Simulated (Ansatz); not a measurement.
# [NO3]− (nitrate) at RPA@PBE0/aug-cc-pVDZ

Aim: the energy change on altering one bond length of [NO3]− (nitrate) at RPA@PBE0/aug-cc-pVDZ, from 2 runs. 

The results are computed with Ansatz 0.2.0.

## (1) The molecule

The species is [NO3]− (4 atoms), meant as a singlet with charge -1. SMILES: `O=[N+]([O-])[O-]`. Geometry: relaxed at PBE0-D4/def2-TZVPD.

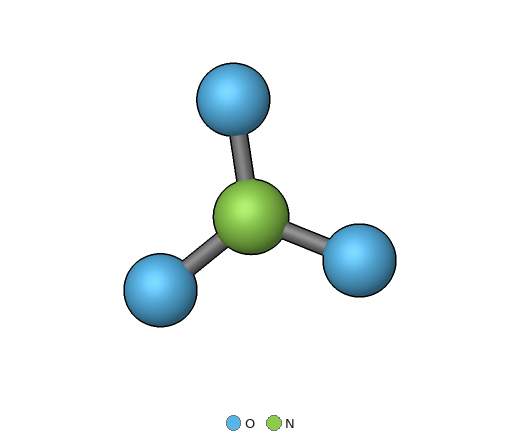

The structure, seen from a chosen angle (oxygen blue, nitrogen green).

## (2) A single-point energy at RPA@PBE0/aug-cc-pVDZ

job.yaml reads:

```yaml
crystal:
  periodic: [false, false, false]
  atoms:
    - {symbol: O, position_ang: [0.296520, 0.524040, 1.091530]}
    - {symbol: N, position_ang: [0.000000, 0.000000, -0.000000]}
    - {symbol: O, position_ang: [0.470440, -1.113360, -0.305120]}
    - {symbol: O, position_ang: [-0.766950, 0.589330, -0.786420]}
basis:
  gaussian:
    orbitals: aug-cc-pVDZ
total_charge: -1
hamiltonian:
  xc: {name: PBE0}
correlation:
  method: rpa
  frozen_orbitals: {"N": 1, O: 1}
accuracy: high
```

On the command line:

```console
$ ansatz run job.yaml --threads 1 --pin off --max-ram 3480MiB --events-out events.jsonl --progress --plain --runs-dir runs
```

What it wrote:

```text
Warning: RAYON_NUM_THREADS=1 ignored (pool sized by the plan → 1); use --threads N
Functional definition: PBE0
  name "PBE0"
  parameter a = 0.25
  parameter kappa = 0.804
  parameter beta = 0.06672455060314922
  exchange = (1 - a)*pbe_x(kappa = kappa, mu = beta*pi^2/3) + a*exact_x
  correlation = pbe_c(beta = beta)
1802 factors; integrals over basis functions are off by at most 2.7e-9 eV
mean field evaluation 1: about -7617.4156 eV, gradient 5.6e1 eV
mean field evaluation 2: about -7617.4163 eV, gradient 5.6e1 eV
mean field evaluation 4: about -7622.6939 eV, gradient 2.3e0 eV
mean field evaluation 8: about -7622.7037 eV, gradient 3.4e-2 eV
mean field evaluation 16: about -7622.7037 eV, gradient 1.8e-7 eV
mean field -7622.70369683 eV, -280.1291940043 hartree, gradient 1.8e-8 eV, S^2 0.000000; 0 other end points of the search recorded, 0 dependent functions left out
4 core orbitals not correlated: weight in the atoms' cores, before any rotation towards them, 1.000 or more for the frozen orbitals, at most 0.000 for the correlated occupied ones
reference -7590.59386954 eV, -278.9491796164 hartree; 12, 12 occupied and 76, 76 virtual orbitals, 1802 factors
Total energy: -7618.48155209 eV, -279.9740330470 hartree
```

Run time: 6.6 s. Hardware: 1 thread of Arm Neoverse V2, shared host; peak memory 0.3 GiB.

## (3) The distorted shape

run.yaml reads:

```yaml
crystal:
  periodic: [false, false, false]
  atoms:
    - {symbol: O, position_ang: [0.910107, 0.052555, 1.720694]}
    - {symbol: N, position_ang: [0.613587, -0.471485, 0.629164]}
    - {symbol: O, position_ang: [1.084027, -1.584845, 0.324044]}
    - {symbol: O, position_ang: [-0.766950, 0.589330, -0.786420]}
basis:
  gaussian:
    orbitals: aug-cc-pVDZ
total_charge: -1
correlation:
  method: rpa
  frozen_orbitals: {"N": 1, O: 1}
accuracy: high
hamiltonian:
  xc: {name: PBE0}
```

On the command line:

```console
$ ansatz run run.yaml --threads 1 --pin off --max-ram 3480MiB --events-out events.jsonl --progress --plain --runs-dir runs
```

What it wrote, shortened:

```text
Warning: RAYON_NUM_THREADS=1 ignored (pool sized by the plan → 1); use --threads N
Functional definition: PBE0
  name "PBE0"
[...]
1802 factors; integrals over basis functions are off by at most 2.6e-9 eV
[...]
mean field -7618.54785678 eV, -279.9764696994 hartree, gradient 3.6e-9 eV, S^2 0.000000; 2 other end points of the search recorded, 0 dependent functions left out; unrestricted orbitals would lower it
unrestricted determinant -7588.71003971 eV, -278.8799501469 hartree, S^2 0.9692
4 core orbitals not correlated: weight in the atoms' cores, before any rotation towards them, 1.000 or more for the frozen orbitals, at most 0.000 for the correlated occupied ones
reference -7585.70990837 eV, -278.7696973536 hartree; 12, 12 occupied and 76, 76 virtual orbitals, 1802 factors
Total energy: -7615.20014683 eV, -279.8534436278 hartree
```

It took 11 s on 1 thread of Arm Neoverse V2, shared host; peak memory 0.31 GiB.

## (4) What came out

At RPA@PBE0/aug-cc-pVDZ, 4 core orbitals frozen:

| quantity | value |
| --- | --- |
| first shape: total energy | -279.97403 Eh |
| first shape: RPA correlation energy (valence) | -1024.9 mEh |
| distorted shape: total energy | -279.85344 Eh |
| distorted shape: RPA correlation energy (valence) | -1083.7 mEh |
| energy change with the N2–O4 bond stretched from 1.247 to 2.244 Å | 3.281 eV |

What this shows: With the N2–O4 bond stretched from 1.247 to 2.244 Å the energy rises by 3.28 eV (317 kJ/mol). The first shape isn't relaxed at this level, so the change isn't measured from a minimum. The restricted solution (distorted shape) is unstable to spin breaking: an unrestricted one lies lower.
